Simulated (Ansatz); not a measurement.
CH₇NO₂Si

```xyz
12

C    -0.6386    1.5230    0.1736
N     2.0209    0.4321    0.5995
O     0.4085   -0.9636   -1.1169
O     1.1921    1.3797   -2.0032
Si    0.7786    0.5820   -0.6005
H    -1.5078    1.5127   -0.4925
H    -0.3677    2.5723    0.3417
H    -0.9405    1.0923    1.1347
H     2.9361    0.0916    0.3240
H     2.1234    1.1854    1.2707
H     0.4998   -1.6281   -0.4194
H     1.4191    0.7934   -2.7388
```

Geometry: B3LYP/6-31G*.

All numbers below come from Ansatz 0.2.0, isolated molecule in a Gaussian basis; Kohn-Sham density functional theory, functional PBE0.

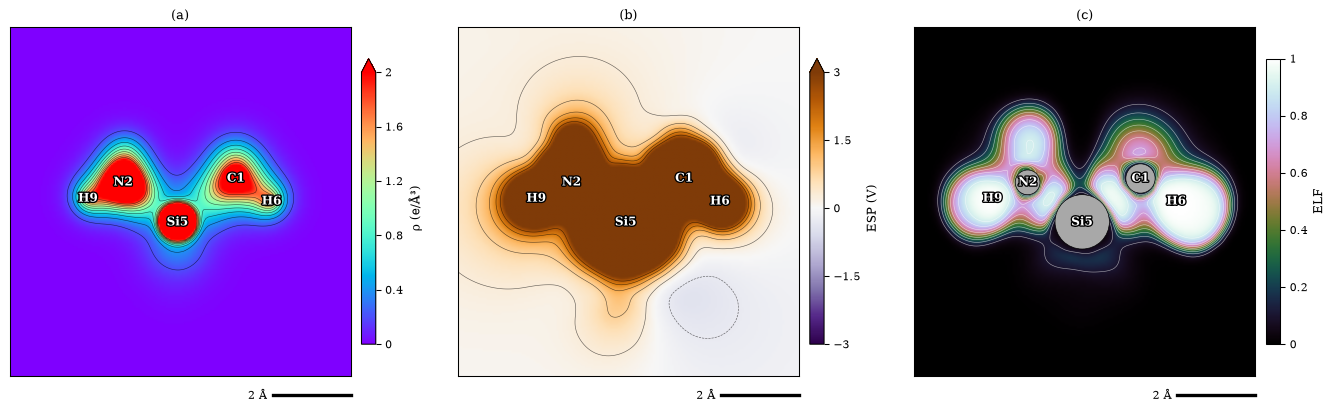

Figure 1. (a) electron density; (b) electrostatic potential; (c) ELF on the plane of atoms C1, Si5 and N2. Grey discs cover the atomic cores in the ELF map.

What do the fields say about this system?

Atoms in the plane: C, N, Si and H. Si–N (1.73 Å): ρ is about 1.1 e/Å³ halfway; the ELF peaks at about 0.90 between the atoms (a shared but strongly polarised pair). C–Si (1.87 Å): ρ at the midpoint is about 1 e/Å³; the ELF peaks at about 0.95 between the atoms (localised, covalent bonding). N–H (1.01 Å): the density is about 2.8 e/Å³ at the midpoint; the ELF climbs to about 1 towards the hydrogen, as it does in any bond to H; a covalent bond by its length. C–H (1.10 Å): ρ at the midpoint is about 1.9 e/Å³; the ELF climbs to about 1 towards the hydrogen: an ordinary covalent bond to hydrogen. Outside the dense part of the molecule the potential is most negative (−0.4 V) near O4, which lies off the plane.

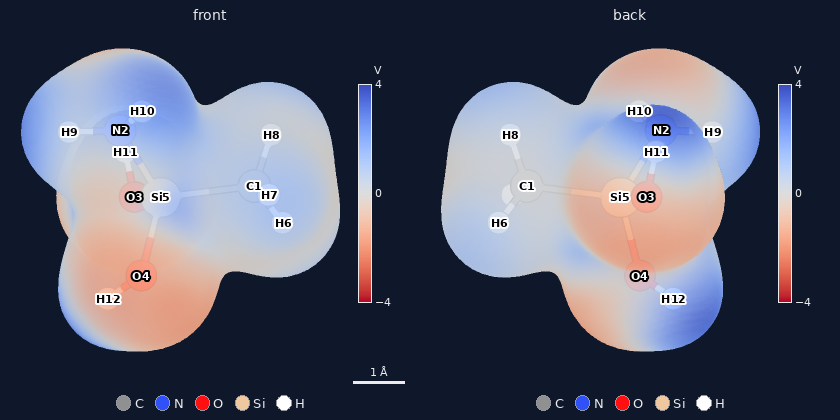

Figure 2. The molecular electrostatic potential painted on the density surface at 0.004 e/bohr³, seen from the front and from behind; the colour scale runs from red (negative) to blue (positive).

Describe the electrostatic potential map.

The most negative region (about −1.7 V) lies over O4, the most positive (about +3.2 V) over H11 and H12. O4 is the likeliest acceptor of a hydrogen bond.

What dipole moment does the calculation give?

Its dipole moment is 1.68 D.

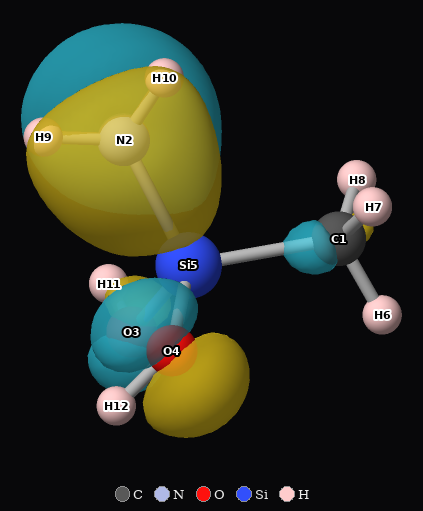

Figure 3. The HOMO at ±0.1 Å⁻³ᐟ² (yellow and cyan are the two phases), seen across its widest extent.

Where does this orbital lie, and at what energy?

It lies mainly on N2 (about 65 %), O4 (about 10 %) and Si5 (about 10 %). Its energy is −7.65 eV.
